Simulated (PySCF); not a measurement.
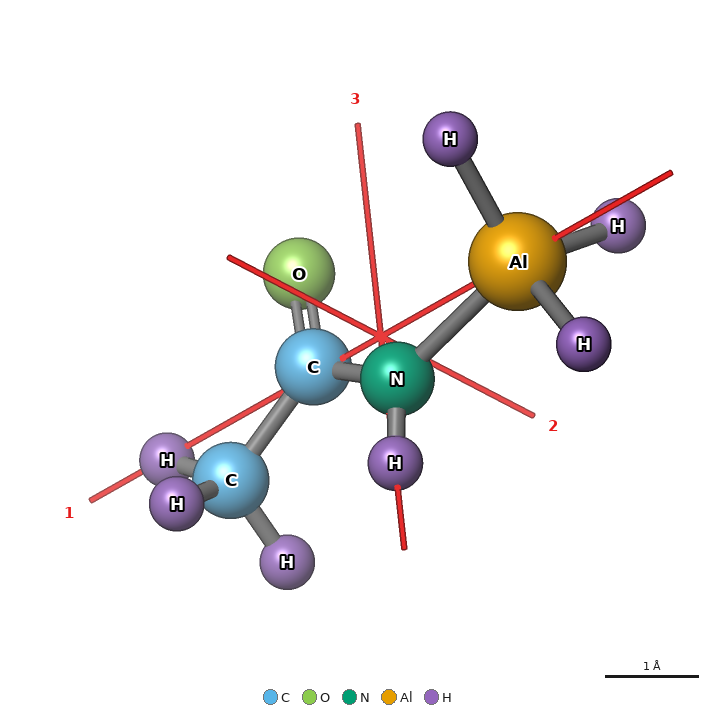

The three principal axes of inertia are drawn and numbered. Depth is shown by fading: the farther an atom, the more it takes the colour of the background. The species has charge −1 and is a spin singlet. Computed geometry: PBE0-D3(BJ)/def2-SVP optimisation. No frequency run is at hand to confirm it as a minimum. Masses are those of the most abundant isotopes; constants are for the rigid equilibrium geometry.

Which line is the a axis (least moment of inertia), which b and which c?

a is line 1, b is line 3, c is line 2; the moments are 54.9, 243, 287 u Å².

What kind of rotor is it, and what are its rotational constants in cm⁻¹?

An asymmetric top (Cs): A = 0.307, B = 0.0694, C = 0.0587 cm⁻¹. Ray's parameter κ is −0.91, close to the prolate limit.
